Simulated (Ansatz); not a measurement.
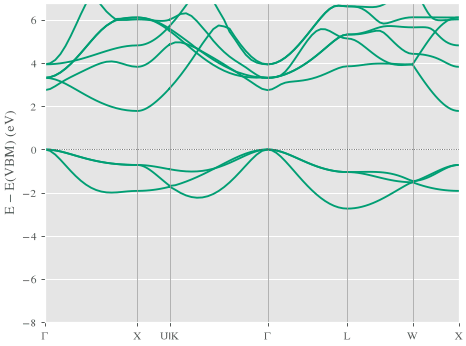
Band structure from DFT-PBE in the program Ansatz with PAW potentials

Task: Read off the gap and where the band edges lie.

Result: About 1.8 eV (1.78 eV by a search for the band edges); maximum at Γ, minimum at X.

The material is SrTe (rock salt, Fm-3m).

Symmetry was held in the PBE relaxation. Spin–orbit coupling is left out wherever it is not named.

Potentials: the later of the program's two PAW sets.
